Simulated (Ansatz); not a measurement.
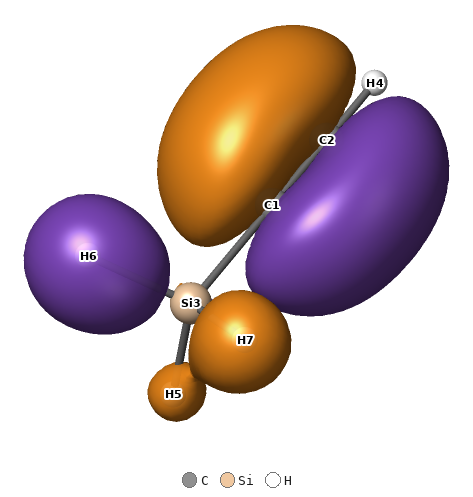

C$_{2}$H$_{4}$Si (SMILES C#C[SiH3]). The HOMO at ±0.08 Å⁻³ᐟ² (orange and purple are the two phases), seen at an oblique angle.

Geometry: BLYP-D3(BJ)/def2-SVP.

Method: isolated molecule in a Gaussian basis; Kohn-Sham density functional theory, functional PBE0 (Ansatz).

The calculation's input:

```
crystal:
  periodic: [false, false, false]
  atoms:
    - {symbol: C, position_ang: [-0.283229, -0.071830, -0.764889]}
    - {symbol: C, position_ang: [-0.757393, 0.341611, 0.289165]}
    - {symbol: Si, position_ang: [0.428223, -0.691398, -2.345752]}
    - {symbol: H, position_ang: [-1.174945, 0.705420, 1.217171]}
    - {symbol: H, position_ang: [0.587894, 0.446771, -3.307181]}
    - {symbol: H, position_ang: [-0.485886, -1.718083, -2.942065]}
    - {symbol: H, position_ang: [1.767338, -1.312000, -2.087120]}
basis:
  gaussian: {orbitals: def2-TZVPD}
hamiltonian: {xc: pbe0}
output: {forces: true, orbitals: {seedname: orbitals}}
```

Run with:

```sh
ansatz run input.yaml --threads 1 --pin off --max-ram 2610MiB --events-out events.jsonl --progress --plain --runs-dir runs
```

Q: Describe this orbital and give its energy.

A: Its weight (Hirshfeld) is mainly on C2 (about 40 %) and C1 (about 40 %); π-bonding across C2–C1. It is one of a degenerate set, so its orientation is arbitrary. Its energy is −8.26 eV.
